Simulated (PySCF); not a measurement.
**One shape, several levels: C4H12Si (tetramethylsilane)**

Aim: a comparison of 6 runs (HF/3-21G, B3LYP/6-31G*, CAM-B3LYP/6-31G*, M06-L/6-31G*, PBE0/6-31G*, SVWN5/6-31G*) of C4H12Si (tetramethylsilane). Input form: a Python script.

The results are computed with PySCF 2.14.0.

1 further run of the same task is left out (set aside as unsound or not needed).

## Step 1: The system as given

C4H12Si: 17 atoms, total charge 0, spin state singlet. SMILES: `C[Si](C)(C)C`. The C5–H16 distance was set to 1.412 Å, away from the relaxed value.

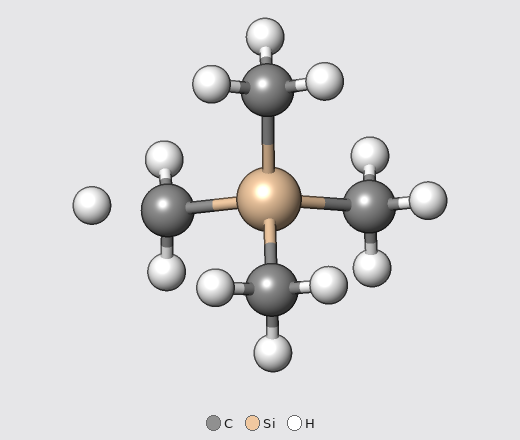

The structure, seen from a chosen angle (carbon grey, silicon light orange, hydrogen white).

## Step 2: The energy at HF/3-21G (run 1)

Input file input.xyz:

```xyz
17

C     -0.430552     1.017418    -1.942274
Si    -0.055342     0.145648    -0.285534
C      1.595488     0.797228     0.417906
C      0.076718    -1.736812    -0.576384
C     -1.461112     0.503288     0.955986
H     -0.509592     2.092918    -1.815794
H     -1.366042     0.669478    -2.369884
H      0.351058     0.830908    -2.672744
H      1.845508     0.310678     1.355966
H      1.552108     1.865878     0.605726
H      2.416168     0.619708    -0.270684
H      0.288988    -2.266712     0.347286
H      0.870938    -1.973032    -1.278324
H     -0.846752    -2.140872    -0.980204
H     -2.417082     0.145338     0.585676
H     -1.224050    -0.125960     2.197140
H     -1.561682     1.568088     1.143836
```

Input file input.py:

```python
from pyscf import gto

mol = gto.M(
    atom='input.xyz',
    basis='3-21g',
    charge=0,
    verbose=3,
    max_memory=1860,
)

hf = mol.RHF()
hf.conv_tol = 1e-10
hf.kernel()
if not hf.converged:
    hf = hf.newton().run(hf.mo_coeff, hf.mo_occ)

etot = hf.e_tot
print('Final energy', etot)
```

Started as:

```
$ OMP_NUM_THREADS=1 python input.py
```

Log:

```text
converged SCF energy = -445.007158783619
Final energy -445.00715878361905
```

Run time: 1.5 s. Hardware: 1 thread of Intel Xeon at 2.70GHz, shared host; peak memory 0.14 GiB.

## Step 3: The energy at B3LYP/6-31G(d) (spherical functions) (run 2)

Input file calc.py:

```python
from pyscf import gto, dft

mol = gto.M(
    atom='''
C     -0.430552     1.017418    -1.942274
Si    -0.055342     0.145648    -0.285534
C      1.595488     0.797228     0.417906
C      0.076718    -1.736812    -0.576384
C     -1.461112     0.503288     0.955986
H     -0.509592     2.092918    -1.815794
H     -1.366042     0.669478    -2.369884
H      0.351058     0.830908    -2.672744
H      1.845508     0.310678     1.355966
H      1.552108     1.865878     0.605726
H      2.416168     0.619708    -0.270684
H      0.288988    -2.266712     0.347286
H      0.870938    -1.973032    -1.278324
H     -0.846752    -2.140872    -0.980204
H     -2.417082     0.145338     0.585676
H     -1.224050    -0.125960     2.197140
H     -1.561682     1.568088     1.143836
''',
    max_memory=1860,
    verbose=3,
    spin=0,
    basis='6-31g*',
)

mf = dft.RKS(mol)
mf.xc = 'b3lyp'
mf.grids.level = 5
mf.conv_tol = 1e-10
mf.kernel()
if not mf.converged:
    mf = mf.newton().run(mf.mo_coeff, mf.mo_occ)

etot = mf.e_tot
print('Final energy', etot)
```

Started as:

```
$ OMP_NUM_THREADS=1 python calc.py
```

Log:

```text
converged SCF energy = -449.151709341037
Final energy -449.15170934103685
```

It took 41 s on 1 thread of Intel Xeon at 2.70GHz, shared host; peak memory 0.52 GiB.

Runs 3 to 5 aren't shown in full; the table further down has their settings and results.

## Step 4: A single-point energy at SVWN5/6-31G(d) (spherical functions) (run 6)

Input file calc.py:

```python
from pyscf import gto, dft

mol = gto.M(
    atom=[
    ('C', (-0.430552, 1.017418, -1.942274)),
    ('Si', (-0.055342, 0.145648, -0.285534)),
    ('C', (1.595488, 0.797228, 0.417906)),
    ('C', (0.076718, -1.736812, -0.576384)),
    ('C', (-1.461112, 0.503288, 0.955986)),
    ('H', (-0.509592, 2.092918, -1.815794)),
    ('H', (-1.366042, 0.669478, -2.369884)),
    ('H', (0.351058, 0.830908, -2.672744)),
    ('H', (1.845508, 0.310678, 1.355966)),
    ('H', (1.552108, 1.865878, 0.605726)),
    ('H', (2.416168, 0.619708, -0.270684)),
    ('H', (0.288988, -2.266712, 0.347286)),
    ('H', (0.870938, -1.973032, -1.278324)),
    ('H', (-0.846752, -2.140872, -0.980204)),
    ('H', (-2.417082, 0.145338, 0.585676)),
    ('H', (-1.224050, -0.125960, 2.197140)),
    ('H', (-1.561682, 1.568088, 1.143836)),
],
    max_memory=1860,
    basis='6-31g*',
    verbose=3,
    charge=0,
    spin=0,
)

mf = dft.RKS(mol)
mf.xc = 'svwn'
mf.conv_tol = 1e-10
mf.grids.level = 5
mf.kernel()
if not mf.converged:
    mf = mf.newton().run(mf.mo_coeff, mf.mo_occ)

energy = mf.e_tot
print(f'total energy: {energy:.8f} hartree')
```

Started as:

```
$ OMP_NUM_THREADS=1 python calc.py
```

Log:

```text
converged SCF energy = -446.406001249356
total energy: -446.40600125 hartree
```

Run time: 23 s. Hardware: 1 thread of Intel Xeon at 2.70GHz, shared host; peak memory 0.35 GiB.

## Step 5: Overview of the runs

```
run                                   level  integration grid  energy (Eh)  dipole moment (D)  HOMO energy (eV)  LUMO energy (eV)  wall time
  1                                HF/3-21G                 –  -445.007159               0.35            -11.17              5.61      1.5 s
  2      B3LYP/6-31G* (spherical functions)                 5  -449.151709               0.34             -7.81              1.27       41 s
  3  CAM-B3LYP/6-31G* (spherical functions)                 5  -449.022628               0.32             -9.41              2.66       66 s
  4      M06-L/6-31G* (spherical functions)                 5  -449.090757               0.33             -7.09              0.88       73 s
  5       PBE0/6-31G* (spherical functions)                 5  -448.800353               0.31             -8.06              1.54       44 s
  6      SVWN5/6-31G* (spherical functions)                 5  -446.406001               0.25             -6.75              0.46       23 s
```

## Step 6: Results

| quantity | value |
| --- | --- |
| run 6: total energy | -446.40600 Eh |
| run 6: dipole moment | 0.25 D |
| run 6: HOMO energy | -6.75 eV |
| run 6: LUMO energy | 0.46 eV |
| run 6: HOMO–LUMO gap | 7.21 eV |

The dipole moment (its size) runs from 0.25 D (SVWN5/6-31G*) to 0.35 D (HF/3-21G). The two ends differ in method and basis. The HOMO–LUMO gap runs from 7.21 eV (SVWN5/6-31G*) to 16.78 eV (HF/3-21G). Totals of different functionals can't be ranked against each other. All runs together took 4.1 min, the longest 73 s.
